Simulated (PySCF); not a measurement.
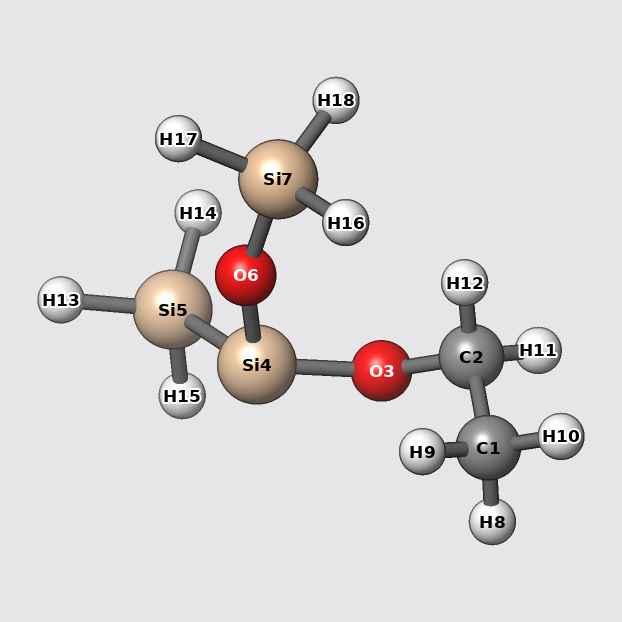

Charge 0, doublet. Computed geometry: GFN2-xTB optimisation. No frequency run is at hand to confirm it as a minimum. Properties computed with UKS B3LYP, pcH-1 on C H O Si, non-relativistic (PySCF 2.14.0).

Give the isotropic hyperfine couplings (Fermi-contact term alone) of C1, C2, O3, Si4, Si5, O6, Si7, H8, H9, H10, H11, H12, H13, H14, H15, H16, H17, H18.

```
atom  isotope  a_iso (MHz)
  C1      13C          0.6
  C2      13C         −4.0
  O3      17O        −17.7
 Si4     29Si       −619.7
 Si5     29Si       −223.2
  O6      17O        −43.8
 Si7     29Si         −8.3
  H8       1H         −0.6
  H9       1H          0.9
 H10       1H         −1.6
 H11       1H          7.0
 H12       1H          2.7
 H13       1H         −7.5
 H14       1H         65.7
 H15       1H         −9.0
 H16       1H          0.2
 H17       1H         −0.4
 H18       1H          6.1
```

The geometry is semi-empirical. Around Si such bond lengths and angles can be off by a tenth of an ångström or more and by several degrees, and values that hang on the shape move with them.
